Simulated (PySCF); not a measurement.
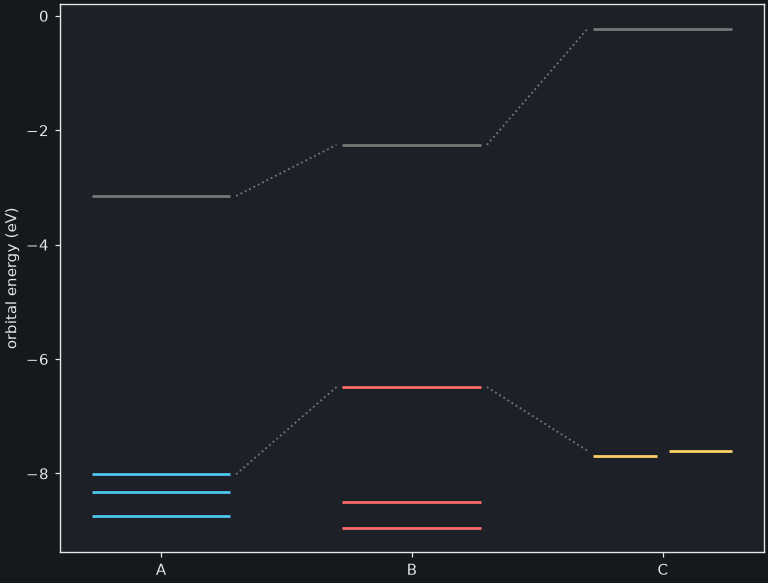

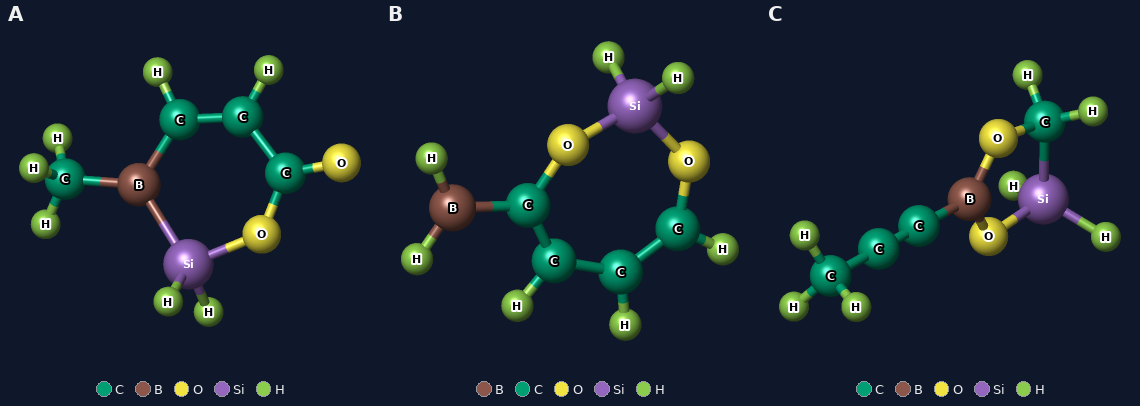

Related molecules: A is C₄H₇BO₂Si, SMILES CB1C=CC(=O)O[SiH2]1; B is C₄H₇BO₂Si, SMILES BC1=CC=CO[SiH2]O1; C is C₄H₇BO₂Si, SMILES CC#CB1OC[SiH2]O1. Frontier orbital energies, PBE0/def2-SVPD, PySCF 2.14.0, at a GFN2-xTB geometry (no frequency check); drawn are at most three filled levels and, in grey, the LUMO with any level within 0.03 eV of it; dotted lines join the HOMOs and the LUMOs.

What does the change do to the frontier levels?

From A to B the HOMO rises by 1.53 eV and the LUMO rises by 0.89 eV, so the separation goes from 4.87 to 4.23 eV. From A to C the HOMO rises by 0.41 eV and the LUMO rises by 2.92 eV, so the separation goes from 4.87 to 7.37 eV.

Limits of at least one run: one conformer of a flexible molecule; the tight-binding geometry is rougher than a DFT one and adds to the error.
